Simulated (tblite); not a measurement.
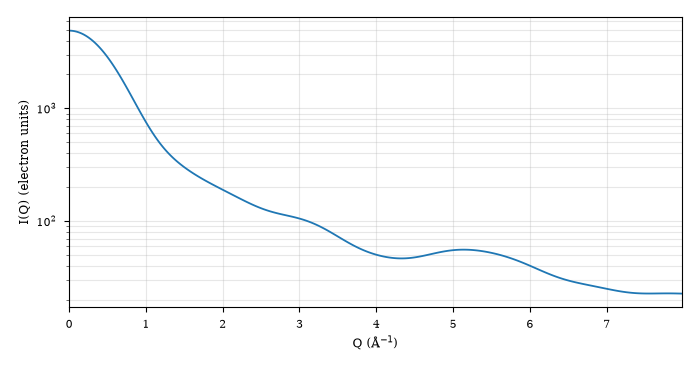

Elastic X-ray scattering of a randomly oriented, rigid molecule, calculated with the Debye equation from neutral-atom form factors (independent atoms, no Compton part, no vibration). The geometry is the end point of an optimisation (tblite 0.8.0, GFN2-xTB geometry optimisation, gas phase); it may be a saddle point or a higher isomer. It contains C, B, F, H.

How many electrons does the independent-atom model of the molecule hold?

I(0) is the square of the electron number: I(0) = 4900, so about 70 electrons, the count of C7H9B2F.

What radius of gyration does the initial fall-off give?

From I(Q) ≈ I(0) exp(−Q²R²/3) at small Q, R ≈ 2.58 Å. It is larger than the electron-weighted radius of the nuclear positions alone (2.45 Å), because each atom's electron cloud adds to it.
